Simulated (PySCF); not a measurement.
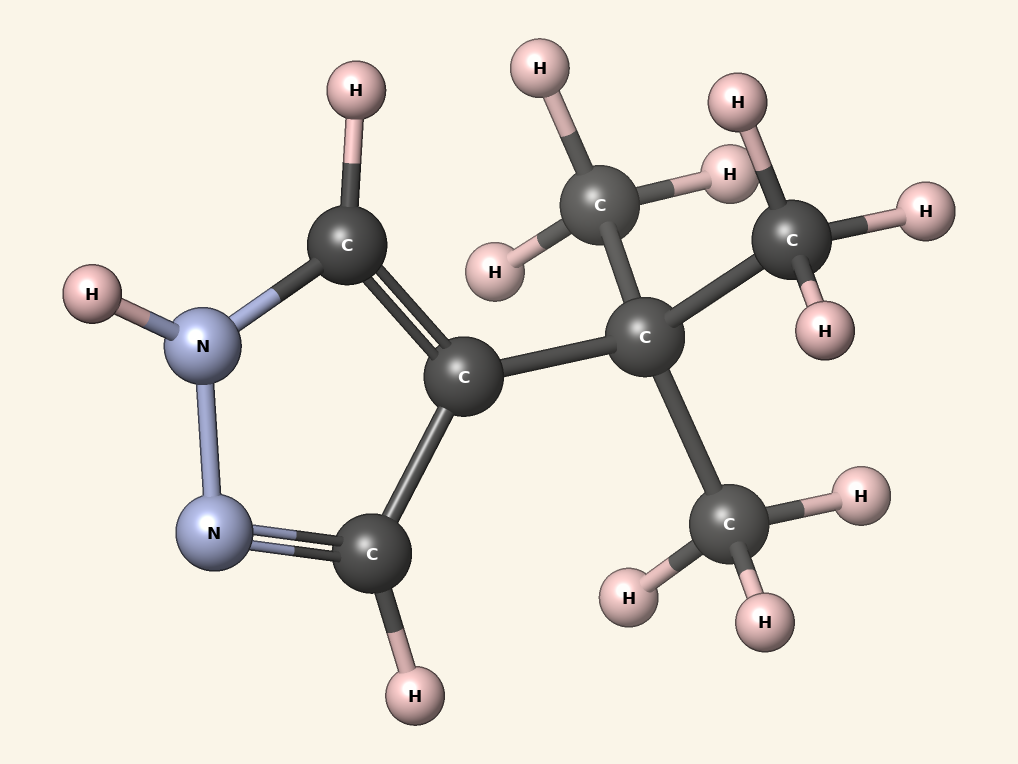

Rendered structure (ball-and-stick style).

The geometry was computed by an optimisation with PBE0-D3(BJ)/def2-SVP. No frequency run is at hand to confirm it as a minimum.

Description:

The molecule is C7H12N2. Its SMILES string is `CC(C)(C)c1cn[nH]c1`. Independent rings (smallest set): 1 of 5 members, 1 of them aromatic. Coordination: 4 C tetrahedral; 3 C trigonal planar; 1 N bent; 1 N trigonal planar.

The parts below concern this one geometry. Atoms keep their numbers from picture to picture.

**Shape**

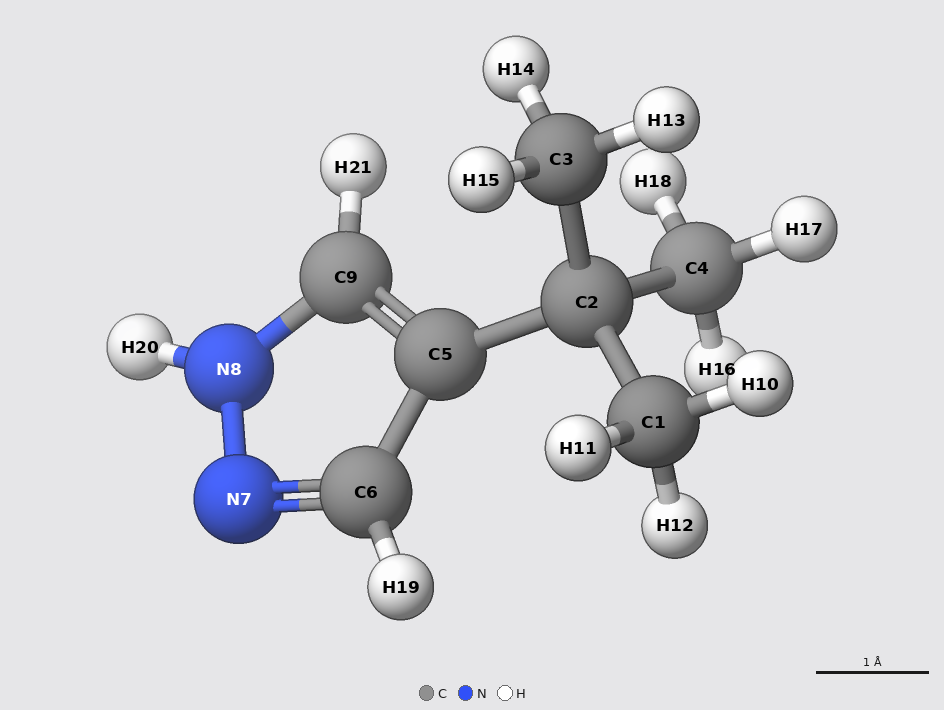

The atoms are numbered. No frequency run is at hand to confirm it as a minimum.

Estimate the angles C1–C2–C3, C2–C1–H11, C2–C3–H13, C2–C3–H14, C2–C3–H15, C2–C4–H16, C2–C4–H17, C2–C5–C6, C3–C2–C4, C5–C6–N7, C6–N7–N8, N7–N8–C9.

| angle | degrees |
| --- | --- |
| C1–C2–C3 | 109.1 |
| C2–C1–H11 | 111.4 |
| C2–C3–H13 | 110.8 |
| C2–C3–H14 | 111.2 |
| C2–C3–H15 | 110.9 |
| C2–C4–H16 | 110.9 |
| C2–C4–H17 | 110.8 |
| C2–C5–C6 | 129.2 |
| C3–C2–C4 | 109.4 |
| C5–C6–N7 | 112.2 |
| C6–N7–N8 | 104.5 |
| N7–N8–C9 | 113.5 |

**NMR shielding**

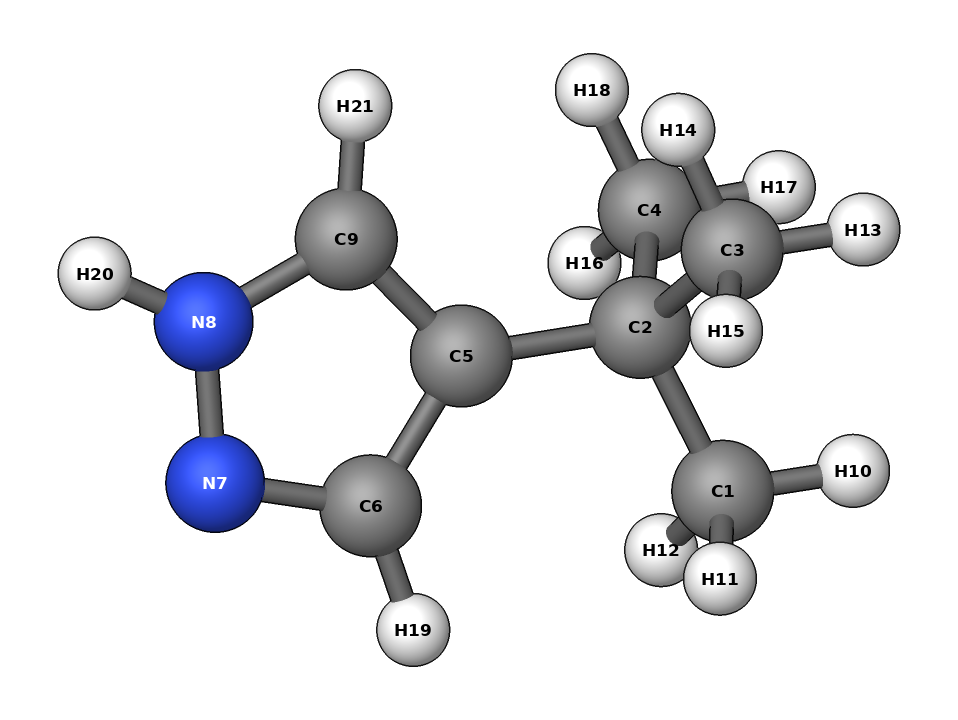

No frequency run is at hand to confirm it as a minimum. Level of theory: GIAO ωB97X-D/pcSseg-1 NMR shielding, non-relativistic, gas phase (PySCF 2.14.0). Principal shieldings σ11 ≤ σ22 ≤ σ33, span Ω = σ33 − σ11, skew κ = 3(σiso − σ22)/Ω.

Give the shielding tensors of the C atoms.

```
  atom    σ11    σ22    σ33   σiso      Ω      κ
    C1  139.6  141.5  181.0  154.0   41.4   0.91
    C2  148.6  157.2  159.4  155.0   10.8  −0.59
C3, C4  127.2  138.7  179.6  148.5   52.4   0.56
    C5  −13.3   12.3  139.5   46.1  152.7   0.67
    C6  −46.2   46.8  129.2   43.3  175.4  −0.06
    C9  −25.1   48.2  142.1   55.0  167.2   0.12
```

Shieldings and span in ppm.

**Core levels**

No frequency run is at hand to confirm it as a minimum. Method: delta-SCF UKS SCAN, pcX-2 on the ionised atom, pcseg-1 elsewhere, spin-free X2C (PySCF 2.14.0).

Give the core-electron binding energies (to vacuum) of C1 1s, C2 1s, C5 1s, C6 1s, N7 1s, N8 1s, C9 1s.

| atom | level | binding energy (eV) |
| --- | --- | --- |
| C1 | 1s | 290.3 |
| C2 | 1s | 290.8 |
| C5 | 1s | 290.0 |
| C6 | 1s | 290.5 |
| N7 | 1s | 404.8 |
| N8 | 1s | 406.8 |
| C9 | 1s | 290.9 |

**Excitation**

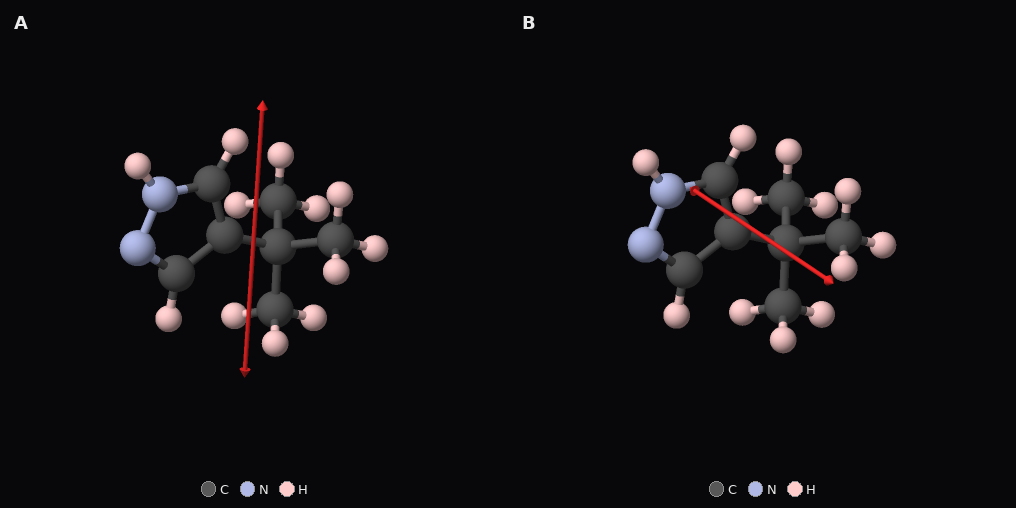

The double arrows show the directions of two transition dipoles from the ground state (lengths mean nothing). No frequency run is at hand to confirm it as a minimum. Level of theory: TDDFT CAM-B3LYP/def2-SVPD, vertical, gas phase, core orbitals frozen in the response (PySCF 2.14.0).

One belongs to singlet state 1 and one to singlet state 6. Which is which?

A: state 1, 6.54 eV (190 nm), oscillator strength 0.078, mainly HOMO → LUMO+1 (weight 0.81).
B: state 6, 7.27 eV (171 nm), oscillator strength 0.021, mainly HOMO → LUMO+2 (weight 0.67).

**Quadrupole coupling**

No frequency run is at hand to confirm it as a minimum. Electric field gradients from the ground-state density, PBE0/pcSseg-1 (PySCF 2.14.0), non-relativistic apart from any core potentials.

Give the largest field-gradient component, the quadrupole coupling constant and the asymmetry for 14N at N7 (Q = 20.44 mb), 14N at N8 (Q = 20.44 mb).

| atom | V_zz (a.u.) | e²qQ/h (MHz) | η |
| --- | --- | --- | --- |
| N7 | −1.021 | −4.90 | 0.59 |
| N8 | −0.700 | −3.36 | 0.40 |
